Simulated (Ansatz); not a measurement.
```xyz
14

C    -0.6808   -0.6776    0.7971
C     0.2990    2.0206    0.5064
C     1.7607    1.7010    0.2828
F     2.1396    0.5895    1.0312
O    -2.2151    1.3263   -0.0794
O    -0.2943    0.4669   -1.5816
S    -0.8438    0.7940   -0.2430
H    -1.0701   -0.4492    1.8059
H     0.3826   -0.9732    0.8235
H    -1.3057   -1.4434    0.3007
H     0.0337    2.1259    1.5773
H     0.0096    2.9518   -0.0221
H     2.3913    2.5632    0.5930
H     1.9344    1.4858   -0.7938
```

Geometry: PBE-D3(BJ)/def2-SVP.

Method: Ansatz, isolated molecule in a Gaussian basis; Kohn-Sham density functional theory, functional PBE0.

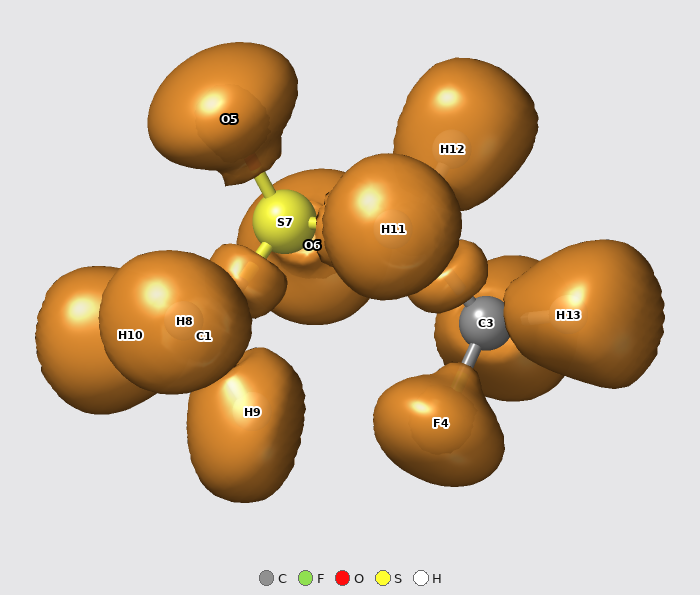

C₃H₇FO₂S (SMILES CS(=O)(=O)CCF). Isosurface of the ELF at 0.75 (orange), seen across its widest extent. Only the valence region is drawn (cores and ρ < 0.01 e/Å³ removed).

**Where are the electrons localised?**

The ELF exceeds this value in one region between bonded C–C atoms (shared pairs), two regions between bonded C–S atoms (shared pairs), seven regions around hydrogen nuclei, one region on F in which the atom's valence shell and bonds are merged and two regions on O in which the atom's valence shell and bonds are merged. Along the contacts the grid gives the following. C–F (1.39 Å): the ELF peaks at about 0.85 between the atoms: a shared but strongly polarised pair. S–O (1.48 Å): the ELF peaks at about 0.85 between the atoms, as expected for a polar covalent bond.
